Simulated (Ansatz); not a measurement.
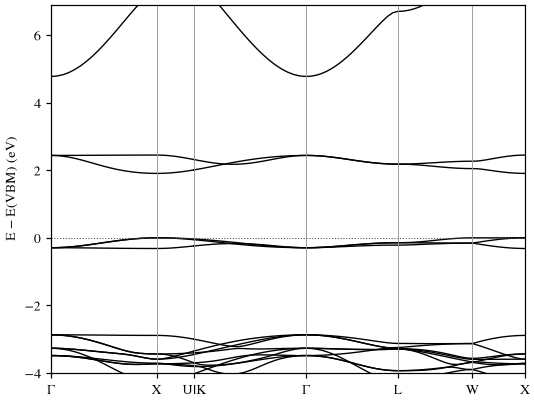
*Band structure from the program Ansatz at the PBEsol level (PAW)*

### Question
Read off the gap and where the band edges lie.

### Answer
About 1.9 eV (1.91 eV by a search for the band edges); maximum at X, minimum at X.

### Question
Pick the material that matches.
A) CuI, zinc blende
B) K2LiRhF6, Fm-3m (K on 8c, Li on 4b, Rh on 4a, F on 24e)
C) BeSe, zinc blende
D) Mg2Si, fluorite or antifluorite type

### Answer
B, K2LiRhF6, Fm-3m (K on 8c, Li on 4b, Rh on 4a, F on 24e)

The workflow started from a Materials Project entry (that database holds measured and hypothetical structures alike); the Crystallography Open Database copy checked does not list it. Its standing as an ambient phase is unchecked. Symmetry was held in the PBEsol relaxation; of distortions, only those at the zone centre were tested. No spin polarisation was allowed. Spin–orbit coupling is left out wherever it is not named.

Potentials: the later of the program's two PAW sets.
